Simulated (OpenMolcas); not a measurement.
# CH3F2Si (SMILES C[Si](F)F) at 6 levels

We compute a comparison of 6 runs (UHF/3-21G, UBHLYP/6-311+G**, UM06-2X/6-311+G**, UM06-L/6-311+G**, UPBE0/6-311+G**, UTPSS/6-311+G**) of CH3F2Si. 

The calculation is run with OpenMolcas 26.06.

### 1 The molecule

CH3F2Si has 7 atoms, charge 0, and is taken as a doublet. SMILES: `C[Si](F)F`. The coordinates come from a PBE0-D4/def2-TZVP relaxation.

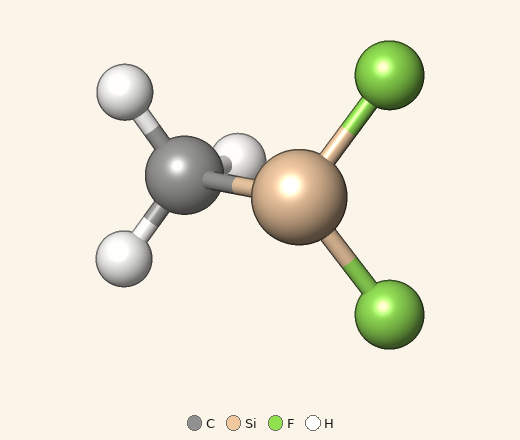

The structure, seen from a chosen angle (carbon grey, silicon light orange, fluorine green, hydrogen white).

### 2 Energy and forces at UHF/3-21G (run 1)

Input file calc.input:

```
* CH3F2Si Hartree-Fock

&GATEWAY
  BasLib=$CurrDir
  Coord
  7
  bohr
  C     -0.51816290     1.37761034    -0.41196030
  Si     1.48362398    -1.49363953    -0.08598254
  F      2.03599093    -1.96077983     2.84554960
  F     -0.09618706    -3.88678869    -1.03179046
  H     -1.01894033     1.68903721    -2.38766896
  H      0.47753379     3.03811269     0.29725392
  H     -2.24839614     1.10794643     0.68823825
  Basis=3-21G
  Group=NoSym

&SEWARD

&SCF
  UHF
  Spin=2
  Thresholds=1e-10 1e-07 1e-07 1e-05
  PrOrbitals=1 1

&ALASKA
```

The basis set 3-21G is read from a file made from the Basis Set Exchange's data (not shown).

Started as:

```
$ export MOLCAS_MEM=1860
$ pymolcas calc.input > calc.log
```

The log of the run:

```text
--- Start Module: gateway ---
[...]
--- Stop Module: gateway /rc=_RC_ALL_IS_WELL_ ---
[...]
      Basis functions           46
[...]
--- Start Module: scf ---
[...]
       Convergence after  15 Iterations
[...]
::    Total SCF energy                               -524.7000103561
[...]
      Total spin, S                                     0.5012921847
[...]
      Total electronic charge=   41.000000
      Total            charge=   -0.000000
[...]
      Dipole Moment (debye):
      Origin of the operator (angstrom)=    0.4530   -0.8524    0.1679
                   X=  4.7923E-01               Y=  2.3100E+00               Z= -1.4105E+00           Total=  2.7487E+00
      Quadrupole Moment (debye*angstrom):
[...]
 *              Molecular gradients               *
 **************************************************
  Irreducible representation: a
 ------------------------------------------------------------------------------------------
                              X                       Y                       Z
 ------------------------------------------------------------------------------------------
  C1                5.83234168539493E-03   -9.78800678931968E-03    1.57060303493872E-03
  SI2              -1.42310424517564E-02   -1.64734904090027E-02    1.60552344117377E-02
  F3               -4.41876560692744E-03    7.14759352052408E-03   -2.30998563985914E-02
  F4                1.11760907062610E-02    2.12369377061297E-02    5.25337150558869E-03
  H5                1.90299817691142E-04   -8.80055456882745E-04   -5.77489273887410E-03
  H6                4.56749440838822E-03    3.09196936981548E-03    2.05457540761045E-03
  H7               -3.11641855905709E-03   -4.33494794127703E-03    3.94096477763162E-03
 ------------------------------------------------------------------------------------------
[...]
```

Wall time 2.5 s (1 thread of Intel Xeon Platinum 8375C at 2.90GHz (Ice Lake), shared host); peak memory 0.38 GiB.

### 3 Energy and gradient at UBHLYP/6-311+G(d,p) (run 2)

Input file mol.xyz:

```xyz
7

C     -0.274200     0.729000    -0.218000
Si     0.785100    -0.790400    -0.045500
F      1.077400    -1.037600     1.505800
F     -0.050900    -2.056800    -0.546000
H     -0.539200     0.893800    -1.263500
H      0.252700     1.607700     0.157300
H     -1.189800     0.586300     0.364200
```

Input file calc.input:

```
* CH3F2Si Kohn-Sham DFT
>>> EXPORT MOLCAS_PRINT=2
&GATEWAY
BasLib=$CurrDir
Coord=mol.xyz
Basis=6-311pGss
Group=NoSym
&SEWARD
GridInput
Grid=UltraFine
End of Grid
&SCF
UHF
Spin=2
KSDFT=HYB_GGA_XC_BHANDHLYP
Thresholds=1e-10 1e-07 1e-07 1e-05
PrOrbitals=0
&ALASKA
```

The basis set 6-311+G** is read from a file made from the Basis Set Exchange's data (not shown).

Started as:

```
$ export MOLCAS_MEM=1860
$ pymolcas calc.input > calc.log
```

The log of the run:

```text
--- Start Module: gateway ---
[...]
--- Stop Module: gateway /rc=_RC_ALL_IS_WELL_ ---
[...]
      Basis functions          114
[...]
--- Start Module: scf ---
[...]
       Convergence after  16 Iterations
[...]
::    Total KS-DFT energy                            -529.1557853178
[...]
      Total spin, S                                     0.5010718757
[...]
      Total electronic charge=   41.000000
      Total            charge=   -0.000000
[...]
      Dipole Moment (debye):
      Origin of the operator (angstrom)=    0.4530   -0.8524    0.1679
                   X= -9.3934E-02               Y=  2.2836E+00               Z= -1.0823E+00           Total=  2.5288E+00
      Quadrupole Moment (debye*angstrom):
[...]
 *              Molecular gradients               *
 **************************************************
  Irreducible representation: a
 ------------------------------------------------------------------------------------------
                              X                       Y                       Z
 ------------------------------------------------------------------------------------------
  C1                1.79573352551321E-03   -2.19695335430981E-03    3.66591942433381E-05
  SI2              -2.63223064349916E-03   -7.26533660193329E-03    5.09125157099710E-03
  F3               -6.71604625263278E-04    1.48751305259376E-03   -6.17283579167704E-03
  F4                3.44361618289568E-03    5.20576999924671E-03    1.29999629172417E-03
  H5               -8.57499641489623E-04    4.03734284136981E-04   -4.32569812389172E-03
  H6                2.44797527191087E-03    3.39782865565175E-03    1.56784014126155E-03
  H7               -3.52599007012833E-03   -1.03255603541513E-03    2.50278671742921E-03
 ------------------------------------------------------------------------------------------
[...]
```

Run time: 57 s. Hardware: 1 thread of Intel Xeon Platinum 8375C at 2.90GHz (Ice Lake), shared host; peak memory 0.69 GiB.

Run 3 isn't shown in full; the table further down has it.

### 4 The energy at UM06-L/6-311+G(d,p) (run 4)

Input file job.inp:

```
>>> EXPORT MOLCAS_PRINT=2

&GATEWAY
  BasLib=$CurrDir
  Coord
  7
  angstrom
  C       -0.274200       0.729000      -0.218000
  Si       0.785100      -0.790400      -0.045500
  F        1.077400      -1.037600       1.505800
  F       -0.050900      -2.056800      -0.546000
  H       -0.539200       0.893800      -1.263500
  H        0.252700       1.607700       0.157300
  H       -1.189800       0.586300       0.364200
  Basis=6-311pGss
  Group=NoSym

&SEWARD
  GridInput
  Grid=UltraFine
  End of Grid

&SCF
  UHF
  Spin=2
  KSDFT=M06L
  Thresholds=1e-10 1e-07 1e-07 1e-05
  PrOrbitals=1 2
```

The basis set 6-311+G** is read from a file made from the Basis Set Exchange's data (not shown).

Started as:

```
$ export MOLCAS_MEM=1860
$ pymolcas job.inp > job.log
```

The log of the run:

```text
--- Start Module: gateway ---
[...]
--- Stop Module: gateway /rc=_RC_ALL_IS_WELL_ ---
--- Start Module: seward ---
[...]
      Basis functions          114
--- Stop Module: seward /rc=_RC_ALL_IS_WELL_ ---
[...]
--- Start Module: scf ---
[...]
       Convergence after  17 Iterations
[...]
::    Total KS-DFT energy                            -529.2089002885
[...]
      Total spin, S                                     0.5011328518
[...]
      Total electronic charge=   41.000000
      Total            charge=   -0.000000
[...]
      Dipole Moment (debye):
      Origin of the operator (angstrom)=    0.4530   -0.8524    0.1679
                   X= -1.5591E-01               Y=  2.1178E+00               Z= -9.6589E-01           Total=  2.3329E+00
      Quadrupole Moment (debye*angstrom):
[...]
--- Stop Module: scf /rc=_RC_ALL_IS_WELL_ ---
[...]
```

Wall time 75 s (1 thread of Intel Xeon Platinum 8375C at 2.90GHz (Ice Lake), shared host); peak memory 0.69 GiB.

Run 5 isn't shown in full; the table further down has it.

### 5 A single-point energy at UTPSS/6-311+G(d,p) (run 6)

Input file calc.input:

```
* CH3F2Si Kohn-Sham DFT

&GATEWAY
  BasLib=$CurrDir
  Coord
  7
  angstrom
  C       -0.274200       0.729000      -0.218000
  Si       0.785100      -0.790400      -0.045500
  F        1.077400      -1.037600       1.505800
  F       -0.050900      -2.056800      -0.546000
  H       -0.539200       0.893800      -1.263500
  H        0.252700       1.607700       0.157300
  H       -1.189800       0.586300       0.364200
  Basis=6-311pGss
  Group=NoSym

&SEWARD
  GridInput
  Grid=UltraFine
  End of Grid

&SCF
  UHF
  Spin=2
  KSDFT=2
  1.0 MGGA_X_TPSS
  1.0 MGGA_C_TPSS
  Thresholds=1e-10 1e-07 1e-07 1e-05
  PrOrbitals=1 1
```

The basis set 6-311+G** is read from a file made from the Basis Set Exchange's data (not shown).

Started as:

```
$ export MOLCAS_MEM=1860
$ pymolcas calc.input > calc.log
```

The log of the run:

```text
--- Start Module: gateway ---
[...]
--- Stop Module: gateway /rc=_RC_ALL_IS_WELL_ ---
--- Start Module: seward ---
[...]
      Basis functions          114
--- Stop Module: seward /rc=_RC_ALL_IS_WELL_ ---
[...]
--- Start Module: scf ---
[...]
       Convergence after  15 Iterations
[...]
::    Total KS-DFT energy                            -529.2923239450
[...]
      Total spin, S                                     0.5008266768
[...]
      Total electronic charge=   41.000000
      Total            charge=   -0.000000
[...]
      Dipole Moment (debye):
      Origin of the operator (angstrom)=    0.4530   -0.8524    0.1679
                   X= -2.7963E-01               Y=  2.0898E+00               Z= -8.8398E-01           Total=  2.2862E+00
      Quadrupole Moment (debye*angstrom):
[...]
--- Stop Module: scf /rc=_RC_ALL_IS_WELL_ ---
[...]
```

Run time: 69 s. Hardware: 1 thread of Intel Xeon Platinum 8375C at 2.90GHz (Ice Lake), shared host; peak memory 0.69 GiB.

### 6 All runs side by side

| run | level | integration grid | task | energy (Eh) | dipole moment (D) | HOMO energy (eV) | LUMO energy (eV) | wall time |
| --- | --- | --- | --- | --- | --- | --- | --- | --- |
| 1 | UHF/3-21G | – | gradient | -524.700010 | 2.75 | -9.57 | 1.10 | 2.5 s |
| 2 | UBHLYP/6-311+G** | UltraFine | gradient | -529.155785 | 2.53 | -7.82 | -2.00 | 57 s |
| 3 | UM06-2X/6-311+G** | UltraFine | energy | -529.147140 | 2.44 | -7.70 | -2.69 | 65 s |
| 4 | UM06-L/6-311+G** | UltraFine | energy | -529.208900 | 2.33 | -5.59 | -3.52 | 75 s |
| 5 | UPBE0/6-311+G** | UltraFine | gradient | -528.889544 | 2.43 | -6.70 | -2.67 | 57 s |
| 6 | UTPSS/6-311+G** | UltraFine | energy | -529.292324 | 2.29 | -5.60 | -3.56 | 69 s |

### 7 What came out

```
                                 quantity          value
                      run 6: total energy  -529.29232 Eh
                     run 6: dipole moment         2.29 D
run 6: HOMO energy (highest over α and β)       -5.60 eV
 run 6: LUMO energy (lowest over α and β)       -3.56 eV
                              run 6: ⟨S²⟩          0.752
```

**Reading.** The dipole moment (its size) runs from 2.29 D (UTPSS/6-311+G**) to 2.75 D (UHF/3-21G). The two ends differ in method and basis. Totals of different functionals can't be ranked against each other. All runs together took 5.4 min, the longest 75 s.
